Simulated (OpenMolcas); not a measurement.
Run report: Ag²⁺ complex, multiconfigurational calculation

- system: Ag²⁺ with 6 ligands (NH3; octahedron, 2.36 Å), with no charges around it.
- method: state-averaged CASSCF, active space 9 electrons in the shell 4d, basis ANO-RCC-VTZP on the metal and ANO-RCC-VDZP on the ligands, DKH2 scalar Hamiltonian, spin-orbit coupling by RASSI with atomic mean-field integrals (OpenMolcas)

Results in brief:

- outcome: converged
- energy of the lowest spin-free term: −5648.89365 hartree
- energy of the lowest spin-orbit level: −5648.89504 hartree
- largest spread among components of a term: 0.0 cm⁻¹
- hardware: 1 thread of Intel Xeon (Sapphire Rapids), 16 GiB of memory available, shared host
- wall time: 30 s

Remarks:

Without dynamic correlation the splittings between terms come out too large, often by 20 to 50 %. Limits: orbital doublet at a regular site, Jahn-Teller distortion not allowed for; distances are set from ionic radii, not optimised.

The input:
```
&GATEWAY
Coord
25

Ag 0.0 0.0 0.0
N 2.360000 0.000000 0.000000
H 2.742099 0.945728 0.000000
H 2.742099 -0.472864 0.819024
H 2.742099 -0.472864 -0.819024
N 0.000000 2.360000 0.000000
H 0.000000 2.742099 0.945728
H 0.819024 2.742099 -0.472864
H -0.819024 2.742099 -0.472864
N -2.360000 0.000000 0.000000
H -2.742099 -0.945728 0.000000
H -2.742099 0.472864 -0.819024
H -2.742099 0.472864 0.819024
N 0.000000 -2.360000 0.000000
H 0.000000 -2.742099 -0.945728
H -0.819024 -2.742099 0.472864
H 0.819024 -2.742099 0.472864
N 0.000000 0.000000 2.360000
H 0.945728 0.000000 2.742099
H -0.472864 0.819024 2.742099
H -0.472864 -0.819024 2.742099
N 0.000000 0.000000 -2.360000
H -0.945728 0.000000 -2.742099
H 0.472864 -0.819024 -2.742099
H 0.472864 0.819024 -2.742099
Basis=Ag.ANO-RCC-VTZP,H.ANO-RCC-VDZP,N.ANO-RCC-VDZP
Group=XYZ
NoMove
AngMom=0.0 0.0 0.0
AMFI
RICD
&SEWARD
&RASSCF
FileOrb=start.orb
Symmetry=1
Spin=2
nActEl=9 0 0
Inactive=24 24
Ras2=5 0
CIRoot=5 5 1
SDav=5
CIMx=300
Iter=150 100
PrWF=0.3
OrbListing=Nothing
MaxOrb=0
LevShft=1.0
>>> COPY $Project.JobIph JOB001
&RASSI
NrOfJobIphs=1 5
1 2 3 4 5
IphNames
JOB001
EJob
SpinOrbit
DIPRint=1.0
SOCoupling=1000.0
Subsets=2
Property=9
'ANGMOM' 1 'ANGMOM' 2 'ANGMOM' 3 'MLTPL  1' 1 'MLTPL  1' 2 'MLTPL  1' 3
'AMFI' 1 'AMFI' 2 'AMFI' 3
SOProperty=3
'ANGMOM' 1 'ANGMOM' 2 'ANGMOM' 3
```

The file start.orb holds starting orbitals from an earlier step. A driver script formed the levels outside the program, from RASSI's spin-orbit matrix and the active-space energies, averaged over the components of each term or state.

Launched with:
```bash
OMP_NUM_THREADS=1 MOLCAS_MEM=2457 MOLCAS_PROJECT=a pymolcas a.inp > a.log  # once for each step of the input, in one work folder
```

The program's output (extracts):
```
--- SEWARD ---
Basis set label: AG.ANO-RCC...7S6P4D2F1G.

      Electronic valence basis set:
      ------------------
      Associated Effective Charge  47.000000 au
      Associated Actual Charge     47.000000 au
      Nuclear Model: Point charge

      Shell  nPrim  nBasis  Cartesian Spherical Contaminant
         s      21       7        X
         p      18       6        X
         d      13       4                 X
         f       6       2                 X
         g       4       1                 X
                  Relativistic Douglas-Kroll-Hess integrals:
                    - DKH order of Hamiltonian: 2
                    - DKH order of Properties : 0
                  Atomic mean-field integrals
--- RASSCF ---
Wave function specifications:
      -----------------------------

      Number of closed shell electrons          96
      Number of electrons in active shells       9
      Max number of holes in RAS1 space          0
      Max nr of electrons in RAS3 space          0
      Number of inactive orbitals               48
      Number of active orbitals                  5
      Number of secondary orbitals             189
      Spin quantum number                      0.5
      State symmetry                             1
Orbital specifications:
      -----------------------

      Symmetry species                           1   2
                                                ag  au
      Frozen orbitals                            0   0
      Inactive orbitals                         24  24
      Active orbitals                            5   0
      RAS1 orbitals                              0   0
      RAS2 orbitals                              5   0
      RAS3 orbitals                              0   0
      Secondary orbitals                        94  95
      Deleted orbitals                           0   0
      Number of basis functions                123 119
      Number of CSFs                             5
      Number of root(s) required                 5
      Iter CI   SX   CI       RASSCF       Energy    max ROT     max BLB   max BLB  Level Ln srch  Step   QN
          iter iter root      energy       change     param      element    value   shift minimum  type update
 Nr of preliminary CI iterations:   1
      Total energies have been shifted. Add                -5000.00 au
        1   1   13    0  -648.75446390    0.00E+00  -7.26E-02   22  61 1  2.09E-01*  1.21   0.00    SX    NO
        2   1   13    0  -648.83844150   -8.40E-02*  5.44E-02   22  61 1  8.37E-02*  1.07   0.00    SX    NO
        3   1   12    0  -648.85283444   -1.44E-02*  3.81E-02   22  61 1  3.31E-02*  1.05   0.00    SX    NO
        4   1   12    0  -648.85647633   -3.64E-03*  2.46E-02   22  45 1 -1.80E-02*  1.02   0.00    SX    NO
        5   1   11    0  -648.85770066   -1.22E-03*  3.26E-02   22  45 1 -1.16E-02*  1.01   2.50    LS   YES
        6   1   11    0  -648.85839006   -6.89E-04* -1.20E-02    9  44 2 -5.67E-03*  0.99   1.15    QN   YES
        7   1   10    0  -648.85852510   -1.35E-04* -7.14E-03   22  61 1 -3.53E-03*  0.98   1.41    QN   YES
        8   1   10    0  -648.85857018   -4.51E-05* -9.26E-04   22  61 1 -9.35E-04*  0.98   1.23    QN   YES
        9   1    9    0  -648.85857572   -5.54E-06* -2.07E-04   22  76 1 -5.38E-04*  0.98   1.42    QN   YES
       10   1    9    0  -648.85857725   -1.53E-06* -9.38E-05   22  76 1 -2.29E-04*  0.98   1.45    QN   YES
       11   1    8    0  -648.85857767   -4.16E-07* -1.01E-04   23  44 2 -8.35E-05   0.98   1.37    QN   YES
       12   1    7    0  -648.85857777   -1.00E-07* -8.48E-05   22  52 1  6.02E-05   0.98   1.44    QN   YES
       13   1    6    0  -648.85857779   -2.71E-08* -4.40E-05   22  76 1  3.77E-05   0.98   1.35    QN   YES
       14   1    5    0  -648.85857780   -5.40E-09  -1.58E-05   22  76 1  9.71E-06   0.98   1.30    QN   YES
      Convergence after 14 iterations
       15   1    5    0  -648.85857780   -8.59E-10  -1.58E-05   22  45 1 -4.46E-06   0.98   1.30    QN   YES
      Natural orbitals and occupation numbers for root  1
      sym 1:   2.000000   2.000000   1.000000   2.000000   2.000000
      Natural orbitals and occupation numbers for root  2
      sym 1:   2.000000   2.000000   2.000000   2.000000   1.000000
      Natural orbitals and occupation numbers for root  3
      sym 1:   2.000000   1.000000   2.000000   2.000000   2.000000
::    RASSCF root number  1 Total energy:  -5648.89364891
::    RASSCF root number  2 Total energy:  -5648.89364891
::    RASSCF root number  3 Total energy:  -5648.83526960
::    RASSCF root number  4 Total energy:  -5648.83526960
::    RASSCF root number  5 Total energy:  -5648.83505197
--- RASSI ---
SPIN-FREE ENERGIES:
  (Shifted by EMIN (a.u.) =      -5648.8936489122)

 SF State       Relative EMIN(au)   Rel lowest level(eV)    D:o, cm**(-1)

     1             0.0000000000        0.0000000000              0.0000
     2             0.0000000000        0.0000000000              0.0000
     3             0.0583793114        1.5885819926          12812.7779
     4             0.0583793114        1.5885819926          12812.7779
     5             0.0585969384        1.5945039238          12860.5415
     Dipole printing threshold changed to   1.00000000E+00
Eigenvalues of complex Hamiltonian:
   -----------------------------------
  (Shifted by EMIN (a.u.) =      -5648.8936489122)

 SO State       Relative EMIN(au)   Rel lowest level(eV)    D:o, cm**(-1)

     1            -0.0013937659        0.0000000000              0.0000
     2            -0.0013937659        0.0000000000              0.0000
     3            -0.0013891474        0.0001256762              1.0136
     4            -0.0013891474        0.0001256762              1.0136
     5             0.0506529532        1.4162633770          11422.9345
     6             0.0506529532        1.4162633770          11422.9345
     7             0.0636661062        1.7703693085          14278.9914
     8             0.0636661062        1.7703693085          14278.9914
     9             0.0638194151        1.7745410563          14312.6389
    10             0.0638194151        1.7745410563          14312.6389
Weights of the five most important spin-orbit-free states for each spin-orbit state.

 SO State  Total energy (au)           Spin-free states, spin, and weights
 -------------------------------------------------------------------------------------------------------
    1        -0.001394       1 0.5  0.4893    2 0.5  0.4893    5 0.5  0.0142    3 0.5  0.0036    4 0.5  0.0036
    2        -0.001394       1 0.5  0.4893    2 0.5  0.4893    5 0.5  0.0142    4 0.5  0.0036    3 0.5  0.0036
    3        -0.001389       2 0.5  0.4893    1 0.5  0.4893    3 0.5  0.0107    4 0.5  0.0107    5 0.5  0.0000
    4        -0.001389       2 0.5  0.4893    1 0.5  0.4893    4 0.5  0.0107    3 0.5  0.0107    5 0.5  0.0000
    5         0.050653       4 0.5  0.3367    3 0.5  0.3367    5 0.5  0.3266    2 0.5  0.0000    1 0.5  0.0000
    6         0.050653       4 0.5  0.3367    3 0.5  0.3367    5 0.5  0.3266    2 0.5  0.0000    1 0.5  0.0000
    7         0.063666       3 0.5  0.4893    4 0.5  0.4893    1 0.5  0.0107    2 0.5  0.0107    5 0.5  0.0000
    8         0.063666       3 0.5  0.4893    4 0.5  0.4893    1 0.5  0.0107    2 0.5  0.0107    5 0.5  0.0000
    9         0.063819       5 0.5  0.6593    4 0.5  0.1597    3 0.5  0.1597    2 0.5  0.0106    1 0.5  0.0106
   10         0.063819       5 0.5  0.6593    4 0.5  0.1597    3 0.5  0.1597    2 0.5  0.0106    1 0.5  0.0106
 -------------------------------------------------------------------------------------------------------
```

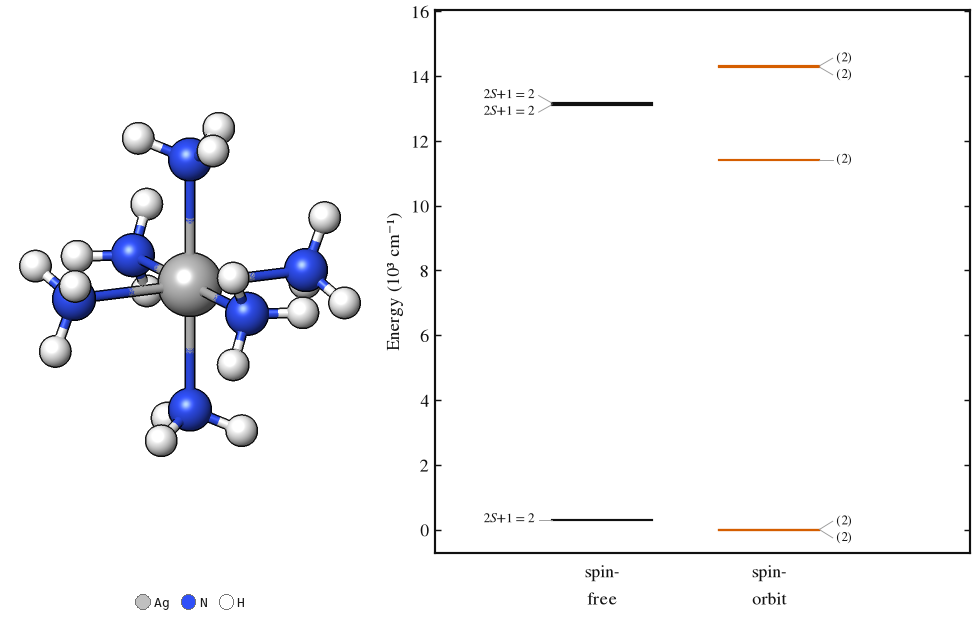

*Ag²⁺ (4d⁹) with 6 ligands, NH₃, at 2.36 Å (arrangement: octahedron, Ci), and its levels. Labels give the representation in O, Td, D4 or D3 as the site allows (double group for half-integer spin) where it could be assigned and, in brackets, the degeneracy; spin-free states, where drawn, share the zero of the spin-orbit levels.*

The ground level is a Kramers doublet, 100 % from states of spin multiplicity 2. Its principal g values are 0.40, 0.40 and 2.37, easy-axis. The next level lies at 1.0 cm⁻¹. The active orbitals hold 85 to 98 % metal character (Löwdin), and the Mulliken charge of the metal is +1.37.
